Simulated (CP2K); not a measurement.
Consider 2-fluorocarbonylthiazole at its PBE geometry (Å).

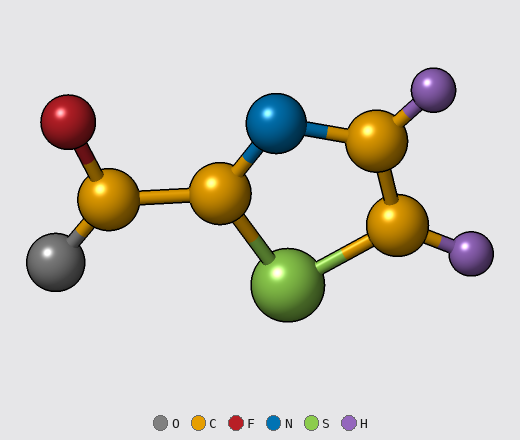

The molecule (oxygen grey, carbon orange, fluorine red, nitrogen blue, sulfur green, hydrogen purple).

```xyz
10

O     2.7104    0.2509   -1.2895
C     2.0905    0.2507   -0.2559
F     2.7119    0.4310    0.9573
C     0.6428    0.0727   -0.0934
N    -0.0095    0.0701    1.0532
C    -1.3420   -0.1148    0.8358
C    -1.7152   -0.2562   -0.4893
S    -0.3509   -0.1541   -1.5057
H    -2.0265   -0.1411    1.6811
H    -2.7115   -0.4093   -0.8937
```

Method: CP2K XAS_TDP, all-electron GAPW, PBEh(45%), aug-cc-pVDZ, TDA, GW2X-corrected core level, no relativity.

**Question.** Predict the bright core excitations at the C K edge.

Leading lines: C2 290.27 eV, C4 286.96 eV, C6 287.90 eV and C7 286.57 eV. The leading line of an atom is its first one with 35 % of the strongest within 2.5 eV of its lowest line over the strength cut. Core ionisation energies at this level: C4 293.78, C6 293.36, C2 297.99 and C7 293.11 eV.

The first six lines of each atom with a strength over 0.0015:

```
                     atom  energy (eV)  states  strength, one atom  above the computed threshold
C2 (bonded to C, F and O)       290.27       1              0.0634                              
                                294.97       1              0.0168                              
                                295.21       1              0.0333                              
                                296.86       1              0.0100                              
                                296.88       1              0.0023                              
                                297.20       1              0.0033                              
C4 (bonded to C, N and S)       286.96       1              0.0357                              
                                290.08       1              0.0402                              
                                290.84       1              0.0184                              
                                291.70       1              0.0050                              
                                292.01       1              0.0028                              
                                292.64       1              0.0026                              
C6 (bonded to C, N and H)       287.90       1              0.0410                              
                                288.58       1              0.0161                              
                                291.10       1              0.0128                              
                                291.28       1              0.0070                              
                                292.15       1              0.0044                              
                                292.66       2              0.0057                              
C7 (bonded to C, S and H)       286.57       1              0.0471                              
                                289.76       1              0.0312                              
                                289.94       1              0.0054                              
                                290.66       1              0.0155                              
                                291.55       1              0.0048                              
                                291.89       1              0.0049
```

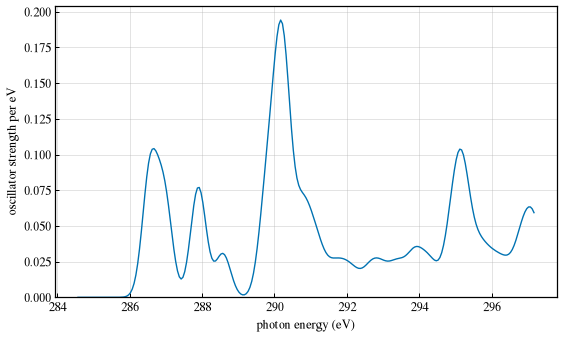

All atoms added, broadened by 0.5 eV.

Lines are vertical, at one geometry, with no vibrational structure. GW2X ionisation energies and lines can be off by 1 to 2 eV either way, and a good line position may hide errors that cancel. These values hold no scalar relativity, about 0.1 eV for C 1s. Rydberg lines, and the discretised continuum above threshold, depend on the basis and the box.

[Banner, clock and machine lines of the logs are left out without a mark of their own.]

[Logs are printed without paths, hosts, clocks, repeated set-up lines and the standing remarks that a program may print on its own settings, such as how far it seeks lower states.]

[Hosts, paths, dates, database ids (printed as entryN), source tags and the programs' standing remarks are cut or masked in the printed files.]
